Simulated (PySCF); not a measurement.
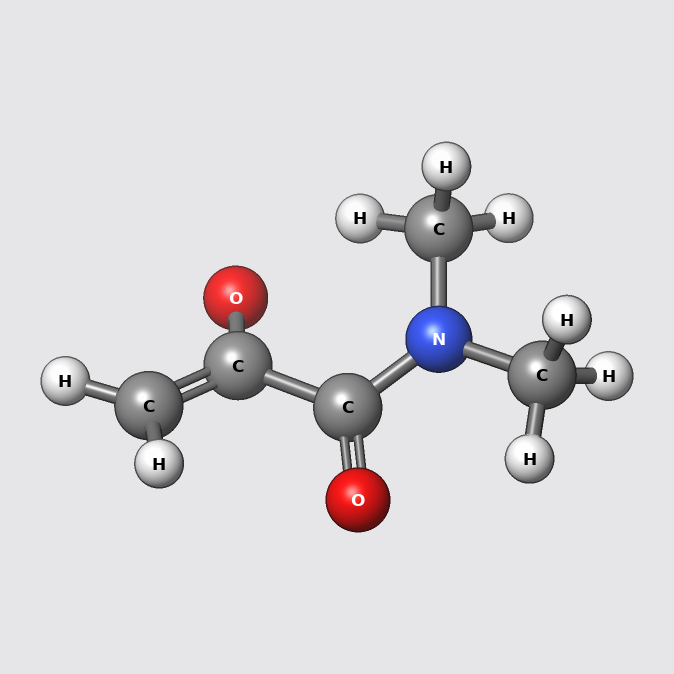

Ball-and-stick drawing of a structure. Double and triple bonds are drawn as two and three sticks.

Charge −1, singlet. The geometry was computed by an optimisation with GFN2-xTB. No frequency run is at hand to confirm it as a minimum.

Question: Count the atoms of each element.

Answer: C5H8NO2(-), 16 atoms: 5 carbon, 8 hydrogen, 1 nitrogen and 2 oxygen.

Question: What is its SMILES?

Answer: C=C([O-])C(=O)N(C)C

Question: Count the bonded pairs by element.

Answer: 8 C–H, 3 C–N, 2 C–C, 2 C–O.

Question: Give the symmetry (Schoenflies symbol).

Answer: C1.

Question: Does it have rings?

Answer: It has no ring.

The parts below concern this one geometry. Atoms keep their numbers from picture to picture.

## NMR shielding

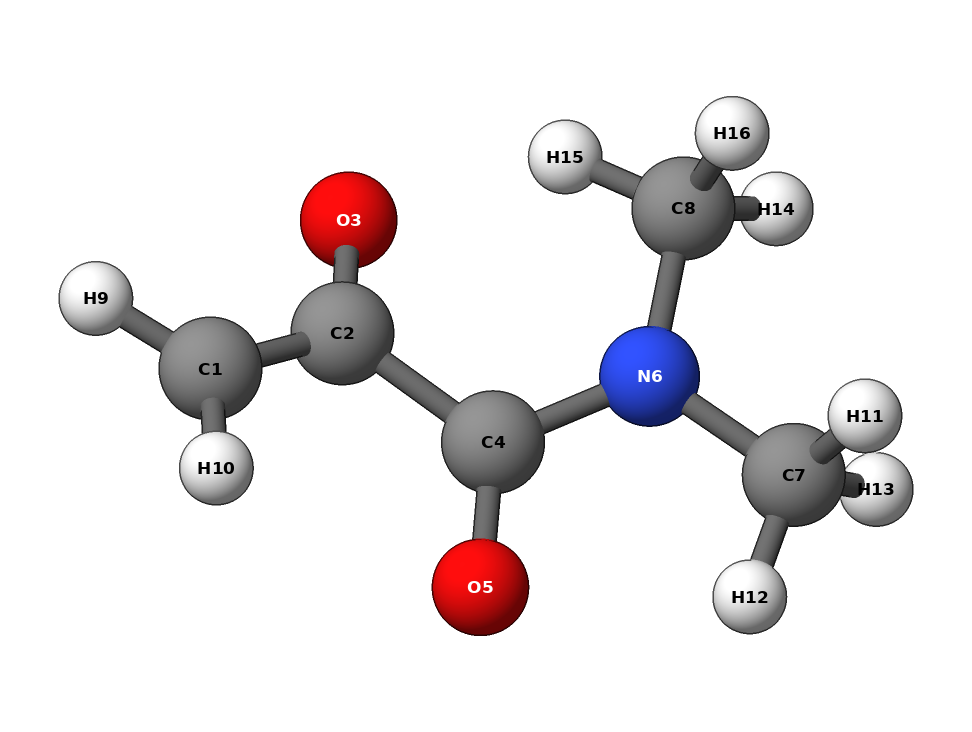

No frequency run is at hand to confirm it as a minimum. Method: GIAO PBE0/pcSseg-1 NMR shielding, non-relativistic, gas phase (PySCF 2.14.0). Principal shieldings σ11 ≤ σ22 ≤ σ33, span Ω = σ33 − σ11, skew κ = 3(σiso − σ22)/Ω.

Give the shielding tensors of the C atoms.

```
atom    σ11    σ22    σ33   σiso      Ω      κ
  C1   31.4  149.2  160.8  113.8  129.5  −0.82
  C2  −93.4   42.7   90.8   13.4  184.3  −0.48
  C4  −73.6    6.9  100.9   11.4  174.5   0.08
  C7  124.1  143.1  183.6  150.3   59.5   0.36
  C8  127.2  138.4  184.8  150.1   57.6   0.61
```

Shieldings and span in ppm.

## Electronic properties

No frequency run is at hand to confirm it as a minimum. Properties computed with PBE0/def2-SVPD, gas phase (PySCF 2.14.0).

Question: Estimate the HOMO energy (Kohn–Sham orbital).

Answer: −0.43 eV.

Question: Estimate the mean static polarisability.

Answer: 91.5 bohr³.

## Charges

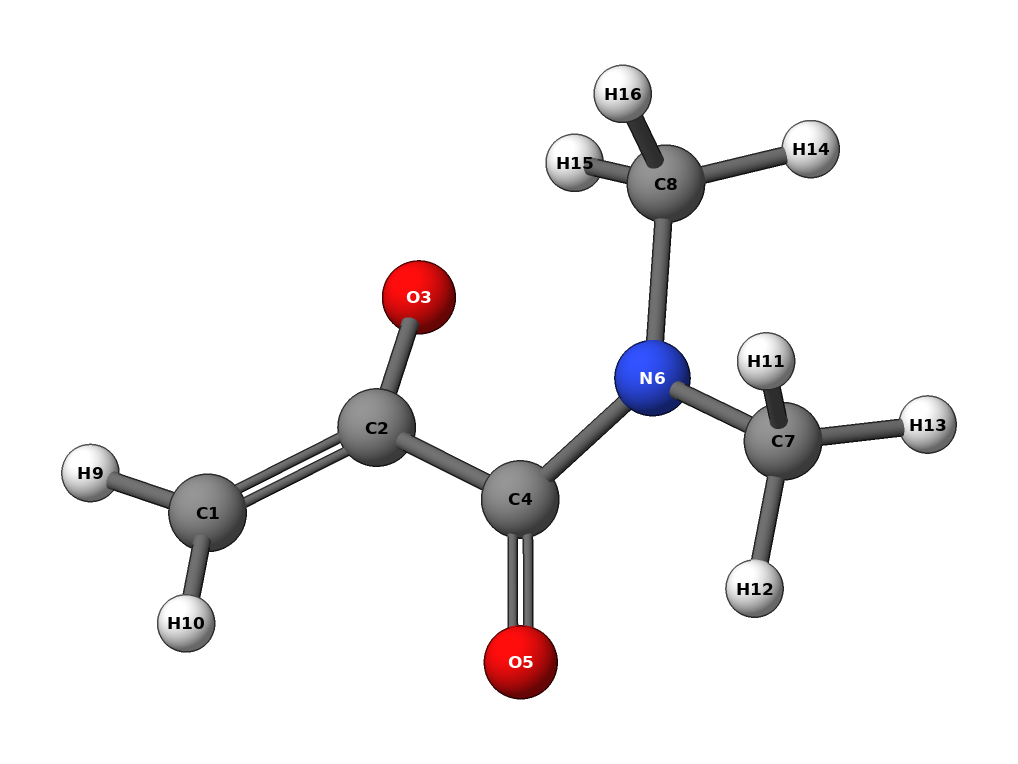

The questions are on Mulliken charges. No frequency run is at hand to confirm it as a minimum. Level of theory: PBE0/pcSseg-1, gas phase (PySCF 2.14.0).

Question: Which atom carries the highest charge (most positive or least negative)?

Answer: C4 (0.48 e).

Question: And the lowest?

Answer: N6 (−0.68 e).

Give the Mulliken charges atom by atom.

```tsv
atom	value (e)
C1	−0.33
C2	0.11
O3	−0.62
C4	0.48
O5	−0.51
N6	−0.68
C7	−0.06
C8	−0.06
H9	0.04
H10	0.07
H11	0.07
H12	0.12
H13	0.08
H14	0.06
H15	0.17
H16	0.06
```

Mulliken values depend strongly on the basis set and can even reverse the polarity of a bond.
